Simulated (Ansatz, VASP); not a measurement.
# CsPbCl3 in two plane-wave programs, part 2 of 2

One calculation is typed for both programs; each brings its own data sets. How far apart do they land? The cell is taken from a series of VASP runs on this material, whose earlier steps may have relaxed, scaled or displaced it; both programs get it as it stands. Other levels of theory on this material are compared in a session of their own. Valence electrons are named where the data sets of a main pair hold unlike numbers.

VASP 6.6.1 and Ansatz 0.2.0.

So far: The structure; Ansatz: band structure, PBEsol, spin-orbit coupling.

**3. VASP: band structure, PBEsol, spin-orbit coupling**

Level of this step: PBEsol, spin-orbit coupling; plane waves and PAW (Cs_sv, Pb_d, Cl) (VASP).

The same cell, functional, mesh and smearing now go to VASP, with its own data sets.

Lines of VASP's logs that name or quote its potential files are left out, and so is its time.

INCAR

```
SYSTEM = CsPbCl3
PREC = Accurate
ENCUT = 400
EDIFF = 1E-06
NELM = 100
ISMEAR = 0
SIGMA = 0.02
LREAL = .FALSE.
ALGO = Normal
GGA = PS
LNONCOLLINEAR = .TRUE.
MAGMOM = 0 0 0 0 0 0 0 0 0 0 0 0 0 0 0
NBANDS = 56
GGA_COMPAT = .FALSE.
LASPH = .TRUE.
LSORBIT = .TRUE.
LORBIT = 11
LWAVE = .FALSE.
LCHARG = .FALSE.
KPAR = 4
ISIF = 2
```

POSCAR

```
CsPbCl3
1.0
    5.6050000000      0.0000000000      0.0000000000
    0.0000000000      5.6050000000      0.0000000000
    0.0000000000      0.0000000000      5.6050000000
Cs Pb Cl
1 1 3
Direct
    0.0000000000      0.0000000000      0.0000000000
    0.5000000000      0.5000000000      0.5000000000
    0.5000000000      0.5000000000      0.0000000000
    0.0000000000      0.5000000000      0.5000000000
    0.5000000000      0.0000000000      0.5000000000
```

KPOINTS

```
Automatic mesh
0
Gamma
6 6 6
0 0 0
```

KPOINTS_OPT

```
Line mode
16
Line-mode
Reciprocal
  0.00000000   0.00000000   0.00000000 GAMMA
  0.00000000   0.50000000   0.00000000 X

  0.00000000   0.50000000   0.00000000 X
  0.50000000   0.50000000   0.00000000 M

  0.50000000   0.50000000   0.00000000 M
  0.00000000   0.00000000   0.00000000 GAMMA

  0.00000000   0.00000000   0.00000000 GAMMA
  0.50000000   0.50000000   0.50000000 R

  0.50000000   0.50000000   0.50000000 R
  0.00000000   0.50000000   0.00000000 X

  0.50000000   0.50000000   0.00000000 M
  0.50000000   0.50000000   0.50000000 R
```

Potentials, in the order of the species: Cs_sv, Pb_d and Cl (PBE family, release 64).

On the command line:

```
mpirun -np 4 vasp_ncl
```

Numbers of over 12 decimals in the logs are rounded to 6 here.

Log:

```text
[banner, memory and clock lines left out]
running    4 mpi-ranks, on    1 nodes
 distrk:  each k-point on    1 cores,    4 groups
 distr:  one band on    1 cores,    1 groups

 POSCAR found type information on POSCAR CsPbCl
 POSCAR found :  3 types and       5 ions
|                                                                             |
|               ----> ADVICE to this user running VASP <----                  |
|                                                                             |
|     You enforced a specific xc type in the INCAR file but a different       |
|     [... a line on the potential file left out ...]
|     I HOPE YOU KNOW WHAT YOU ARE DOING!                                     |
|                                                                             |

 LDA part: xc-table for (Slater+PW92), standard interpolation
 POSCAR, INCAR and KPOINTS ok, starting setup
 FFT: planning ... GRIDC
 FFT: planning ... GRID_SOFT
 FFT: planning ... GRID
 WAVECAR not read
 entering main loop
       N       E                     dE             d eps       ncg     rms          rms(c)
DAV:   1     0.386940558824E+03    0.38694E+03   -0.16634E+04  2240   0.118E+03
DAV:   2     0.381888370364E+02   -0.34875E+03   -0.33432E+03  2632   0.313E+02
DAV:   3    -0.174689172816E+02   -0.55658E+02   -0.55185E+02  3032   0.146E+02
DAV:   4    -0.194826207785E+02   -0.20137E+01   -0.20073E+01  2960   0.352E+01
DAV:   5    -0.195510566629E+02   -0.68436E-01   -0.68399E-01  3128   0.564E+00    0.539E+00
DAV:   6    -0.189118580601E+02    0.63920E+00   -0.12433E+00  3248   0.108E+01    0.339E+00
DAV:   7    -0.188835188926E+02    0.28339E-01   -0.47026E-01  3544   0.545E+00    0.161E+00
DAV:   8    -0.188917176482E+02   -0.81988E-02   -0.61716E-02  3360   0.231E+00    0.672E-01
DAV:   9    -0.188931811858E+02   -0.14635E-02   -0.31880E-03  2960   0.435E-01    0.153E-01
DAV:  10    -0.188936835454E+02   -0.50236E-03   -0.39361E-03  3392   0.557E-01    0.881E-02
DAV:  11    -0.188939078109E+02   -0.22427E-03   -0.93028E-04  3176   0.290E-01    0.140E-02
DAV:  12    -0.188939271772E+02   -0.19366E-04   -0.72864E-05  3032   0.592E-02    0.917E-03
DAV:  13    -0.188939310105E+02   -0.38334E-05   -0.14653E-05  2944   0.387E-02    0.920E-03
DAV:  14    -0.188939303384E+02    0.67207E-06   -0.20447E-06  2424   0.109E-02
   1 F= -.18893930E+02 E0= -.18893930E+02  d E =-.142062E-19  mag=     0.0000    -0.0000    -0.0000
 Start KPOINTS_OPT (optional k-point list driver)
k-point batch [1-20\96]
       N       E                     dE             ncg
DAV:   1     0.121601106955E+04   -0.48829E+04     2240
DAV:   2    -0.573093766990E+04   -0.69469E+04     2632
DAV:   3    -0.678004776830E+04   -0.10491E+04     2920
DAV:   4    -0.682445988012E+04   -0.44412E+02     2888
DAV:   5    -0.682628349205E+04   -0.18236E+01     3048
DAV:   6    -0.682637285178E+04   -0.89360E-01     3328
DAV:   7    -0.682637470170E+04   -0.18499E-02     3168
DAV:   8    -0.682637472193E+04   -0.20227E-04     3184
DAV:   9    -0.682637472228E+04   -0.34949E-06     1968
[...]
k-point batch [81-96\96]
       N       E                     dE             ncg
DAV:   1     0.349892235475E+04   -0.14331E+05     1800
DAV:   2    -0.200464865551E+04   -0.55036E+04     2096
DAV:   3    -0.288138249114E+04   -0.87673E+03     2384
DAV:   4    -0.291958631073E+04   -0.38204E+02     2168
DAV:   5    -0.292164936036E+04   -0.20630E+01     2512
DAV:   6    -0.292172415302E+04   -0.74793E-01     2552
DAV:   7    -0.292172565655E+04   -0.15035E-02     2584
DAV:   8    -0.292172568122E+04   -0.24662E-04     2408
DAV:   9    -0.292172568198E+04   -0.76823E-06     1464
```

OUTCAR, selected parts (step 3):

```text
ion  position               nearest neighbor table
   1  0.000  0.000  0.000-
   2  0.500  0.500  0.500-   3 2.80   4 2.80   5 2.80   3 2.80   5 2.80   4 2.80
   3  0.500  0.500  0.000-   2 2.80   2 2.80
   4  0.000  0.500  0.500-   2 2.80   2 2.80
   5  0.500  0.000  0.500-   2 2.80   2 2.80

  LATTYP: Found a simple cubic cell.
 ALAT       =     5.6050000000

 Subroutine GETGRP returns: Found 48 space group operations
 (whereof 48 operations were pure point group operations)

The static configuration has the point symmetry O_h .

 Found     20 irreducible k-points:

   k-points           NKPTS =     20   k-points in BZ     NKDIM =     20   number of bands    NBANDS=     56

   dimension x,y,z NGX =    40 NGY =   40 NGZ =   40
   dimension x,y,z NGXF=    80 NGYF=   80 NGZF=   80

   ENCUT  =  400.0 eV  29.40 Ry    5.42 a.u.   9.14  9.14  9.14*2*pi/ulx,y,z

   NELECT =      44.0000    total number of electrons

 k-points in reciprocal lattice and weights: Automatic mesh
   0.00000000  0.00000000  0.00000000       0.005
   0.16666667  0.00000000  0.00000000       0.028
   0.33333333  0.00000000  0.00000000       0.028
   0.50000000  0.00000000  0.00000000       0.014
   0.16666667  0.16666667  0.00000000       0.056
   0.33333333  0.16666667  0.00000000       0.111
   0.50000000  0.16666667  0.00000000       0.056
   0.33333333  0.33333333  0.00000000       0.056
   0.50000000  0.33333333  0.00000000       0.056
[...]
0.50000000  0.50000000  0.33333333       0.028
   0.50000000  0.50000000  0.50000000       0.005

 average (electrostatic) potential at core
       1 -49.1232       2 -95.0221       3 -93.6103       4 -93.6103       5 -93.6103

 E-fermi :   1.8454

 k-point     1 :       0.0000    0.0000    0.0000
  band No.  band energies     occupation
    ...
     40      -0.9043      1.00000
     41      -0.7811      1.00000
     42      -0.7811      1.00000
     43      -0.7811      1.00000
     44      -0.7811      1.00000
     45       4.9091      0.00000
     46       4.9091      0.00000
     47       5.9016      0.00000
     48       5.9016      0.00000
     49       5.9016      0.00000
    ...

 k-point     2 :       0.1667    0.0000    0.0000
  band No.  band energies     occupation
    ...
     40      -0.9312      1.00000
     41      -0.8115      1.00000
     42      -0.8115      1.00000
     43      -0.7847      1.00000
     44      -0.7847      1.00000
     45       5.1688      0.00000
     46       5.1688      0.00000
     47       6.0711      0.00000
     48       6.0711      0.00000
     49       6.0992      0.00000
    ...

 k-point     3 :       0.3333    0.0000    0.0000
  band No.  band energies     occupation
    ...
     40      -0.9568      1.00000
     41      -0.8775      1.00000
     42      -0.8775      1.00000
     43      -0.4746      1.00000
     44      -0.4746      1.00000
     45       5.0678      0.00000
     46       5.0678      0.00000
     47       5.8915      0.00000
     48       5.8915      0.00000
     49       6.5547      0.00000
    ...

  Total        0.0620523      0.0620523      0.0620523      0.0000000      0.0000000     -0.0000000
  in kB        0.5646011      0.5646011      0.5646011      0.0000000      0.0000000     -0.0000000
  external PRESSURE =       0.5646011 kB  Pullay stress =       0.0000000 kB

  energy-cutoff  :      400.00
  volume of cell :      176.09
      direct lattice vectors                 reciprocal lattice vectors
     5.605000000  0.000000000  0.000000000     0.178412132  0.000000000  0.000000000
     0.000000000  5.605000000  0.000000000     0.000000000  0.178412132  0.000000000
     0.000000000  0.000000000  5.605000000     0.000000000  0.000000000  0.178412132

 POSITION                                       TOTAL-FORCE (eV/Angst)
 -----------------------------------------------------------------------------------
      0.00000      0.00000      0.00000         0.000000      0.000000      0.000000
      2.80250      2.80250      2.80250         0.000000      0.000000      0.000000
      2.80250      2.80250      0.00000         0.000000      0.000000      0.000000
      0.00000      2.80250      2.80250         0.000000      0.000000      0.000000
      2.80250      0.00000      2.80250         0.000000      0.000000      0.000000
 -----------------------------------------------------------------------------------
    total drift:                                0.000000      0.000000      0.000000

  FREE ENERGIE OF THE ION-ELECTRON SYSTEM (eV)
  ---------------------------------------------------
  free  energy   TOTEN  =       -18.8939303384 eV

  energy  without entropy=      -18.8939303384  energy(sigma->0) =      -18.89393034

 Spin-Orbit-Coupling matrix elements
 Ion:    1  E_soc:     -0.3241811
 Ion:    2  E_soc:     -0.7091145
 Ion:    3  E_soc:     -0.0044713
 Ion:    4  E_soc:     -0.0044713
 Ion:    5  E_soc:     -0.0044713

 total charge
# of ion       s       p       d       tot
------------------------------------------
    1        1.849   4.700   0.012   6.560
    2        1.499   0.469   9.860  11.828
    3        1.591   3.492   0.000   5.084
    4        1.591   3.492   0.000   5.084
    5        1.591   3.492   0.000   5.084
--------------------------------------------------
tot          8.121  15.646   9.872  33.639

 magnetization (x)
# of ion       s       p       d       tot
------------------------------------------
    1        0.000   0.000  -0.000   0.000
    2        0.000   0.000   0.000   0.000
    3       -0.000   0.000   0.000  -0.000
    4       -0.000   0.000   0.000  -0.000
    5       -0.000   0.000   0.000  -0.000
--------------------------------------------------
tot         -0.000   0.000  -0.000  -0.000

 magnetization (y)
# of ion       s       p       d       tot
------------------------------------------
    1        0.000   0.000   0.000   0.000
    2        0.000   0.000   0.000   0.000
    3        0.000   0.000   0.000   0.000
    4        0.000   0.000   0.000   0.000
    5        0.000   0.000   0.000   0.000
--------------------------------------------------
tot          0.000   0.000   0.000   0.000

 magnetization (z)
# of ion       s       p       d       tot
------------------------------------------
    1        0.000  -0.000  -0.000  -0.000
    2        0.000   0.000  -0.000  -0.000
    3        0.000   0.000   0.000   0.000
    4        0.000   0.000   0.000   0.000
    5        0.000   0.000   0.000   0.000
--------------------------------------------------
tot          0.000  -0.000  -0.000   0.000

[... 3 further parts left out ...]
```

VASP adds spin-orbit coupling inside the spheres on scalar-relativistic partial waves, which describe the 6p1/2 states imperfectly, so such gaps can be off by a tenth of an eV or more.

**4. Comparison**

Known differences besides the potentials themselves: spin-orbit coupling enters by fully relativistic files in Ansatz and inside the spheres in VASP; the cutoff is 420 eV in Ansatz and 400 eV in VASP; Ansatz makes its cores anew for this functional, VASP keeps those of its PBE data sets. Total energies have different zeros and are not compared.

Both answers:

```tsv
quantity	Ansatz	VASP	difference
pressure (GPa)	0.06	0.06	+0.01
gap over the path points (eV)	0.583	0.743	-0.160
```

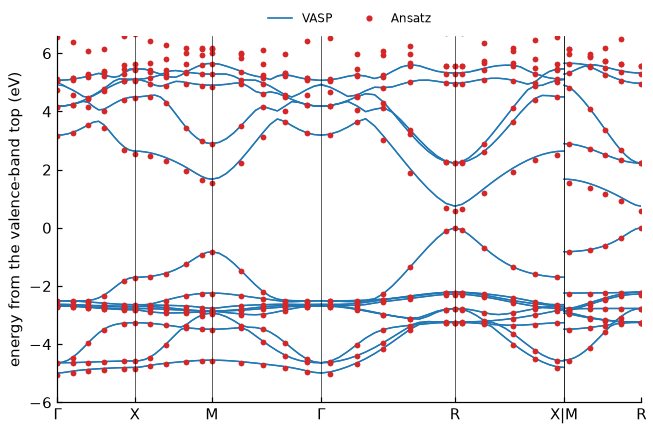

Bands from VASP (lines) and levels from Ansatz (dots). Dots without a line are higher empty bands that the VASP plot leaves out.

Levels at points of the path, from each program's valence-band top (eV; 8 filled, then empty):

```tsv
k (reciprocal lattice)	Ansatz	VASP
0.000 0.000 0.000	-2.68 -2.68 -2.65 -2.65 -2.53 -2.53 -2.53 -2.53 3.17 3.17 4.16 4.16 4.16 4.16	-2.66 -2.66 -2.63 -2.63 -2.51 -2.51 -2.51 -2.51 3.18 3.18 4.18 4.18 4.18 4.18
0.000 0.100 0.000	-2.69 -2.69 -2.66 -2.66 -2.54 -2.54 -2.53 -2.53 3.27 3.27 4.23 4.23 4.23 4.23	-2.67 -2.67 -2.64 -2.64 -2.52 -2.52 -2.51 -2.51 3.28 3.28 4.24 4.24 4.25 4.25
0.000 0.200 0.000	-2.69 -2.69 -2.69 -2.69 -2.57 -2.57 -2.52 -2.52 3.52 3.52 4.17 4.17 4.44 4.44	-2.67 -2.67 -2.67 -2.67 -2.55 -2.55 -2.50 -2.50 3.54 3.54 4.31 4.31 4.45 4.45
0.000 0.300 0.000	-2.71 -2.71 -2.70 -2.70 -2.61 -2.61 -2.34 -2.34 3.44 3.44 4.02 4.02 4.72 4.72	-2.70 -2.70 -2.68 -2.68 -2.59 -2.59 -2.32 -2.32 3.54 3.54 4.07 4.07 4.73 4.74
0.000 0.433 0.000	-2.74 -2.74 -2.72 -2.72 -2.65 -2.65 -1.82 -1.82 2.66 2.66 4.41 4.41 5.04 5.04	-2.72 -2.72 -2.70 -2.70 -2.63 -2.63 -1.81 -1.81 2.77 2.77 4.44 4.44 5.05 5.05
0.000 0.500 0.000	-2.74 -2.74 -2.72 -2.72 -2.66 -2.66 -1.71 -1.71 2.52 2.52 4.47 4.47 5.05 5.05	-2.72 -2.72 -2.70 -2.70 -2.64 -2.64 -1.70 -1.70 2.64 2.64 4.50 4.50 5.10 5.10
0.100 0.500 0.000	-2.73 -2.73 -2.68 -2.68 -2.64 -2.64 -1.68 -1.68 2.46 2.46 4.51 4.51 4.93 4.93	-2.71 -2.71 -2.66 -2.66 -2.62 -2.62 -1.67 -1.67 2.58 2.58 4.55 4.55 4.97 4.97
0.200 0.500 0.000	-2.76 -2.76 -2.68 -2.68 -2.51 -2.51 -1.57 -1.57 2.30 2.30 4.30 4.30 4.89 4.89	-2.74 -2.74 -2.66 -2.66 -2.49 -2.49 -1.56 -1.56 2.42 2.42 4.34 4.34 4.91 4.91
0.333 0.500 0.000	-2.83 -2.83 -2.71 -2.71 -2.35 -2.35 -1.25 -1.25 1.95 1.95 3.43 3.43 4.95 4.95	-2.81 -2.81 -2.69 -2.69 -2.33 -2.33 -1.24 -1.24 2.08 2.08 3.45 3.45 4.99 4.99
0.433 0.500 0.000	-2.87 -2.87 -2.76 -2.76 -2.28 -2.28 -0.93 -0.93 1.63 1.63 2.97 2.97 4.87 4.87	-2.85 -2.85 -2.74 -2.74 -2.26 -2.26 -0.92 -0.92 1.77 1.77 2.98 2.98 4.92 4.92
```

Among the levels compared at these points, filled levels agree within 23 meV and empty ones within 160 meV.

**5. Results**

| Property | Result |
| --- | --- |
| largest difference of a filled level at the path points (band structure, PBEsol, spin-orbit coupling) | 23 meV |
| difference in gap over the path points (band structure, PBEsol, spin-orbit coupling) | -0.16 eV |

The difference in gap over the path points is -0.16 eV (band structure, PBEsol, spin-orbit coupling), beyond the 0.08 eV picked in this series as the mark of a large difference. 7 further runs of this series are not shown here. Such differences can come from data sets, numerical settings and the points named under the comparisons, not from the functional's error against experiment.

[Lines on the potential files, build, host, timing and source positions are cut from VASP's logs without a mark.]

[Logs are printed without paths, hosts, clocks, repeated set-up lines and the standing remarks that a program may print on its own settings, such as how far it seeks lower states.]

[Hosts, paths, dates, database ids (printed as entryN), source tags and the programs' standing remarks are cut or masked in the printed files.]
